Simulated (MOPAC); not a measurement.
**Geometry relaxation of GeBH5 (part 1 of 2)**

GeBH5, computed with PM6-DH+, closed shell, dispersion DH+, COSMO solvent acetonitrile (MOPAC 23.2.5).

The run did not end well. The geometry comes from this level: PBE0-D4/def2-TZVP.

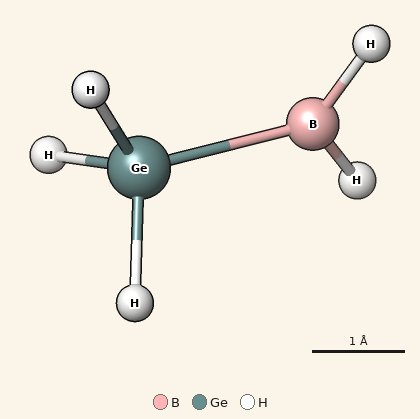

The input geometry (ball-and-stick view, seen at a tilt). Sticks mark near contacts.

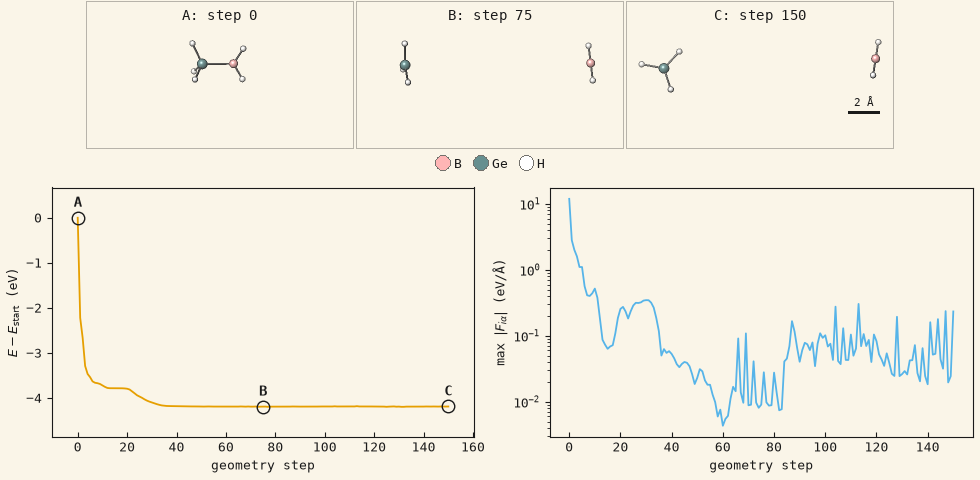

Frames of the relaxation (ball-and-stick view, seen at a tilt) above the curves, on which the letters mark them (steps are counted from 0).

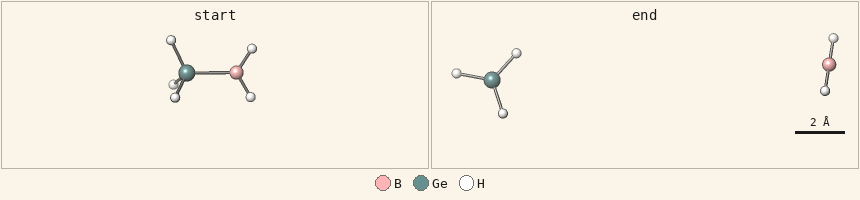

Before (left) and after (right) the relaxation, at one scale (ball-and-stick view, seen at a tilt). The relaxation stopped without meeting its thresholds, so the last structure isn't shown to be converged. The largest move after the best rigid fit is that of B1, 6.73 Å. By element the largest moves are B 6.73 Å, H 6.29 Å, Ge 5.17 Å. Distances before and after: B1–Ge2 2.057 → 13.953 Å, Ge2–H6 1.542 → 1.504 Å, B1–H3 1.195 → 1.159 Å, Ge2–H5 1.542 → 1.513 Å. Bonds break: B1–Ge2 (2.06 → 13.95 Å). Among the angles that change: H3–B1–H4 118.3° → 179.7°, H5–Ge2–H6 106.6° → 119.7°, H5–Ge2–H7 107.9° → 120.8°. After 150 geometry steps the energy has fallen by 4.188 eV. Largest force component: 12 eV/Å at the start, 0.23 eV/Å at the end. (Atoms are counted from 1 in the order of the input.)

The input that produced these results follows, with the program's output.

The input (run.py)
```python
from ase.calculators.mopac import MOPAC
from ase.optimize import LBFGS
from ase import Atoms

atoms = Atoms(
    ['B', 'Ge', 'H', 'H', 'H', 'H', 'H'],
    positions=[
        [0.007500, -1.219800, 0.268100],
        [0.048900, 0.786100, -0.183400],
        [-1.044400, -1.784600, 0.312800],
        [0.997700, -1.849300, 0.488600],
        [-0.601100, 1.019700, -1.562200],
        [-0.799800, 1.566200, 0.840700],
        [1.452500, 1.413700, -0.210300],
    ],
)
mopac = MOPAC(label="job", method="PM6-DH+", task="1SCF GRADIENTS RELSCF=0.1 EPS=35.7 THREADS=1 AUX(PRECISION=6)")
atoms.calc = mopac
opt = LBFGS(atoms, trajectory="opt.traj")
done = opt.run(fmax=0.005, steps=150)
print("converged:", done)
e = atoms.get_potential_energy()
print("E =", round(e, 6), "eV")
print("forces (eV/A):")
for sym, f in zip(atoms.get_chemical_symbols(), atoms.get_forces()):
    print(f"{sym:2s} {f[0]:10.5f} {f[1]:10.5f} {f[2]:10.5f}")
print("dipole (e A):", atoms.get_dipole_moment().round(4))
homo, lumo = mopac.get_homo_lumo_levels()
print(f"HOMO {homo:.3f} eV, LUMO {lumo:.3f} eV, gap {lumo - homo:.3f} eV")
print("final positions (A):")
for atom in atoms:
    print(f"{atom.symbol:2s} {atom.x:11.6f} {atom.y:11.6f} {atom.z:11.6f}")
```

Command:
```bash
export ASE_MOPAC_COMMAND="mopac PREFIX.mop > /dev/null 2>&1"
python run.py
```

Output
```
Step          Energy          fmax
LBFGS:    0         7.260642       12.259038
LBFGS:    1         5.039848        2.908862
LBFGS:    2         4.593812        2.065012
LBFGS:    3         3.971483        1.664391
LBFGS:    4         3.794788        1.148649
LBFGS:    5         3.723829        1.114689
LBFGS:    6         3.629612        0.594873
LBFGS:    7         3.599199        0.435235
LBFGS:    8         3.589465        0.416965
LBFGS:    9         3.572639        0.455123
LBFGS:   10         3.539572        0.534325
LBFGS:   11         3.508601        0.448818
LBFGS:   12         3.483950        0.232047
LBFGS:   13         3.478140        0.112942
LBFGS:   14         3.478220        0.098879
LBFGS:   15         3.480085        0.079730
LBFGS:   16         3.479455        0.080312
LBFGS:   17         3.478546        0.088773
LBFGS:   18         3.476307        0.123853
LBFGS:   19         3.473127        0.196404
LBFGS:   20         3.466868        0.263189
LBFGS:   21         3.449125        0.286871
LBFGS:   22         3.407900        0.256070
LBFGS:   23         3.365732        0.231188
LBFGS:   24         3.321849        0.270531
LBFGS:   25         3.294793        0.329253
LBFGS:   26         3.265592        0.367970
LBFGS:   27         3.232225        0.387720
LBFGS:   28         3.203521        0.417543
LBFGS:   29         3.180986        0.471672
LBFGS:   30         3.162293        0.487590
LBFGS:   31         3.144848        0.468042
LBFGS:   32         3.125079        0.420404
LBFGS:   33         3.109458        0.344616
LBFGS:   34         3.096527        0.240865
LBFGS:   35         3.089603        0.155851
LBFGS:   36         3.084137        0.055747
LBFGS:   37         3.081644        0.063858
LBFGS:   38         3.081246        0.056157
LBFGS:   39         3.080077        0.060558
LBFGS:   40         3.078696        0.056536
LBFGS:   41         3.077370        0.050601
LBFGS:   42         3.075831        0.041157
LBFGS:   43         3.074940        0.036062
LBFGS:   44         3.074587        0.041405
LBFGS:   45         3.074287        0.044766
LBFGS:   46         3.074054        0.044543
LBFGS:   47         3.074017        0.041399
LBFGS:   48         3.073174        0.034873
LBFGS:   49         3.072963        0.023729
LBFGS:   50         3.071109        0.028184
LBFGS:   51         3.070722        0.033821
LBFGS:   52         3.073017        0.030600
LBFGS:   53         3.073228        0.022216
LBFGS:   54         3.070893        0.018486
LBFGS:   55         3.070858        0.018135
LBFGS:   56         3.070641        0.013466
LBFGS:   57         3.070640        0.011058
LBFGS:   58         3.070631        0.007081
LBFGS:   59         3.070865        0.008345
LBFGS:   60         3.070930        0.005753
LBFGS:   61         3.070918        0.006116
LBFGS:   62         3.070790        0.007275
LBFGS:   63         3.070980        0.012398
LBFGS:   64         3.070904        0.021354
LBFGS:   65         3.070560        0.019786
LBFGS:   66         3.073173        0.096811
LBFGS:   67         3.070728        0.015554
LBFGS:   68         3.069195        0.011808
LBFGS:   69         3.072437        0.110263
LBFGS:   70         3.069149        0.010950
LBFGS:   71         3.068925        0.010572
LBFGS:   72         3.072051        0.047420
LBFGS:   73         3.065044        0.012814
LBFGS:   74         3.068974        0.009729
LBFGS:   75         3.069038        0.010559
LBFGS:   76         3.070460        0.029015
LBFGS:   77         3.065051        0.013480
LBFGS:   78         3.069016        0.010331
LBFGS:   79         3.068967        0.010670
LBFGS:   80         3.070632        0.031812
LBFGS:   81         3.067059        0.014852
LBFGS:   82         3.068854        0.011792
LBFGS:   83         3.068855        0.011390
LBFGS:   84         3.066969        0.045579
LBFGS:   85         3.066763        0.056544
LBFGS:   86         3.070410        0.075577
LBFGS:   87         3.072521        0.195363
LBFGS:   88         3.071018        0.125530
LBFGS:   89         3.070042        0.074243
LBFGS:   90         3.070048        0.054108
LBFGS:   91         3.070048        0.073528
LBFGS:   92         3.070428        0.087242
LBFGS:   93         3.069499        0.078413
LBFGS:   94         3.069961        0.068081
LBFGS:   95         3.071081        0.079430
LBFGS:   96         3.070903        0.041462
LBFGS:   97         3.071122        0.077486
LBFGS:   98         3.072792        0.111386
LBFGS:   99         3.072713        0.096146
LBFGS:  100         3.072874        0.104828
LBFGS:  101         3.072936        0.080969
LBFGS:  102         3.072483        0.079480
LBFGS:  103         3.072575        0.046449
LBFGS:  104         3.076801        0.312320
LBFGS:  105         3.072842        0.049875
LBFGS:  106         3.073273        0.042648
LBFGS:  107         3.074569        0.147982
LBFGS:  108         3.073824        0.049520
LBFGS:  109         3.073914        0.048727
LBFGS:  110         3.074499        0.124298
LBFGS:  111         3.073731        0.051286
LBFGS:  112         3.073317        0.065672
LBFGS:  113         3.079864        0.420012
LBFGS:  114         3.073142        0.091206
LBFGS:  115         3.073453        0.109264
LBFGS:  116         3.072461        0.083929
LBFGS:  117         3.072865        0.120087
LBFGS:  118         3.072742        0.049590
LBFGS:  119         3.072663        0.136161
LBFGS:  120         3.072145        0.085494
LBFGS:  121         3.070391        0.054413
LBFGS:  122         3.069308        0.050480
LBFGS:  123         3.069430        0.037081
LBFGS:  124         3.069940        0.069661
LBFGS:  125         3.065565        0.042773
LBFGS:  126         3.069535        0.036907
LBFGS:  127         3.070832        0.031580
LBFGS:  128         3.073914        0.201370
LBFGS:  129         3.068033        0.026796
LBFGS:  130         3.070430        0.033390
LBFGS:  131         3.065217        0.030458
LBFGS:  132         3.065195        0.026638
LBFGS:  133         3.069646        0.054012
LBFGS:  134         3.069655        0.052231
LBFGS:  135         3.071175        0.093988
LBFGS:  136         3.070707        0.030922
LBFGS:  137         3.070584        0.022598
LBFGS:  138         3.071039        0.076958
LBFGS:  139         3.070699        0.028092
LBFGS:  140         3.070717        0.022180
LBFGS:  141         3.072551        0.169907
LBFGS:  142         3.071182        0.056975
LBFGS:  143         3.071197        0.058137
LBFGS:  144         3.072610        0.196410
LBFGS:  145         3.070623        0.047469
LBFGS:  146         3.070685        0.044019
LBFGS:  147         3.072550        0.254669
LBFGS:  148         3.071009        0.027928
LBFGS:  149         3.071055        0.029583
LBFGS:  150         3.072446        0.250946
converged: False
E = 3.072446 eV
forces (eV/A):
B    -0.02726   -0.01204    0.00927
Ge   -0.02149    0.17893   -0.04973
H     0.02994   -0.00009   -0.00260
H    -0.00260    0.01263   -0.00658
H    -0.05703   -0.23443    0.06902
H     0.06808    0.03168   -0.01116
H     0.01036    0.02332   -0.00821
dipole (e A): [ -0.3745 -13.7206   2.4579]
HOMO -8.484 eV, LUMO 0.533 eV, gap 9.017 eV
final positions (A):
B    -0.198797   -7.861562    1.365596
Ge    0.169796    5.874635   -1.054763
H    -1.328416   -7.606794    1.410774
H     0.928643   -8.122573    1.322962
H     0.590625    7.279572   -1.426650
H    -1.292607    5.534449   -0.961478
H     1.192038    4.834277   -0.702123
```

Trajectory as extended XYZ (Å, eV, eV/Å), 30 of the 151 frames kept, from step=0 to step=150
```
7
Properties=species:S:1:pos:R:3:forces:R:3 step=0 energy=7.26064
B     0.0075   -1.2198    0.2681   -0.3144 -11.9565   2.6882
Ge    0.0489    0.7861   -0.1834    0.1916  11.2947  -2.5518
H    -1.0444   -1.7846    0.3128    0.1522   0.4317  -0.0856
H     0.9977   -1.8493    0.4886   -0.0772   0.4941  -0.1177
H    -0.6011    1.0197   -1.5622    0.0438  -0.0678   0.0653
H    -0.7998    1.5662    0.8407    0.0480  -0.0881  -0.0194
H     1.4525    1.4137   -0.2103   -0.0440  -0.1080   0.0210
7
Properties=species:S:1:pos:R:3:forces:R:3 step=5 energy=3.72383
B    -0.0164   -1.7848    0.3939    0.0146  -0.5342   0.1061
Ge    0.0363    1.2961   -0.2997    0.0402   0.5550  -0.1205
H    -1.2144   -1.7907    0.3006    1.0784   0.0079   0.0883
H     1.1789   -1.8607    0.5054   -1.1052   0.0924  -0.1115
H    -0.6300    1.0253   -1.6371    0.1899   0.0429   0.3157
H    -0.8408    1.6027    0.9003    0.2277  -0.0918  -0.2600
H     1.5477    1.4440   -0.2092   -0.4456  -0.0721  -0.0181
7
Properties=species:S:1:pos:R:3:forces:R:3 step=10 energy=3.53957
B    -0.0247   -2.0291    0.4458    0.0321   0.5207  -0.1156
Ge    0.0182    1.6720   -0.3860    0.1749   0.1700   0.0011
H    -1.1535   -1.8600    0.3217   -0.4121  -0.3175   0.0386
H     1.1164   -1.9157    0.5095    0.3767  -0.3348   0.0935
H    -0.5965    1.0343   -1.6002   -0.0305  -0.0403  -0.0604
H    -0.8000    1.5946    0.8725   -0.0436  -0.0074   0.0599
H     1.5014    1.4360   -0.2090   -0.0975   0.0093  -0.0170
7
Properties=species:S:1:pos:R:3:forces:R:3 step=16 energy=3.47946
B    -0.0222   -1.9737    0.4332   -0.0033  -0.0350   0.0019
Ge    0.0210    1.7325   -0.3975   -0.0218  -0.0341   0.0127
H    -1.1768   -1.9178    0.3331    0.0129  -0.0460   0.0145
H     1.1349   -1.9717    0.5202   -0.0139  -0.0454   0.0000
H    -0.5915    1.0355   -1.5928    0.0198   0.0691   0.0359
H    -0.7942    1.5916    0.8686    0.0195   0.0454  -0.0515
H     1.4902    1.4356   -0.2104   -0.0131   0.0460  -0.0134
7
Properties=species:S:1:pos:R:3:forces:R:3 step=21 energy=3.44912
B    -0.0275   -2.1607    0.4619   -0.0151  -0.2029   0.0331
Ge    0.0317    1.8920   -0.4103    0.1987  -0.0718   0.0090
H    -1.1768   -2.1445    0.3938   -0.2341   0.0760  -0.0219
H     1.1215   -2.1920    0.5318    0.2462   0.0599  -0.0060
H    -0.5892    1.2046   -1.6016    0.0050   0.0241  -0.0588
H    -0.8137    1.7424    0.8313    0.0743   0.0355   0.0230
H     1.5153    1.5902   -0.2526   -0.2749   0.0791   0.0216
7
Properties=species:S:1:pos:R:3:forces:R:3 step=26 energy=3.26559
B    -0.0557   -3.1405    0.6195   -0.0056   0.0659  -0.0250
Ge    0.1013    2.5793   -0.4703   -0.2158  -0.0846  -0.1232
H    -1.2176   -3.1030    0.6520    0.1211  -0.0596   0.0118
H     1.1062   -3.1264    0.5757   -0.1182  -0.0554   0.0174
H    -0.5797    1.9750   -1.6701   -0.0018   0.0144  -0.2780
H    -0.8739    2.4390    0.6739    0.3171   0.0798   0.1688
H     1.5809    2.3086   -0.4264   -0.0968   0.0395   0.2282
7
Properties=species:S:1:pos:R:3:forces:R:3 step=31 energy=3.14485
B    -0.0836   -4.0888    0.7658   -0.0291   0.0813   0.0065
Ge    0.1259    3.1282   -0.5507   -0.3066  -0.0686  -0.3470
H    -1.2370   -4.0685    0.9118    0.1312  -0.0504  -0.0154
H     1.0689   -4.0715    0.6192   -0.1032  -0.0510   0.0109
H    -0.5788    2.7739   -1.8389    0.1018   0.0222  -0.0748
H    -0.8532    3.1876    0.5816    0.2089   0.0415   0.2280
H     1.6190    3.0711   -0.5346   -0.0030   0.0250   0.1917
7
Properties=species:S:1:pos:R:3:forces:R:3 step=36 energy=3.08414
B    -0.1125   -5.0301    0.9128    0.0006   0.0121   0.0223
Ge    0.1093    3.6883   -0.6848   -0.0428   0.0161  -0.0319
H    -1.2439   -5.0351    1.1678    0.0449  -0.0098  -0.0211
H     1.0203   -5.0171    0.6653   -0.0460  -0.0103  -0.0003
H    -0.5548    3.5651   -2.0253    0.0162  -0.0043  -0.0343
H    -0.7563    3.9324    0.5152    0.0089   0.0022   0.0503
H     1.5993    3.8285   -0.5967    0.0181  -0.0061   0.0151
```
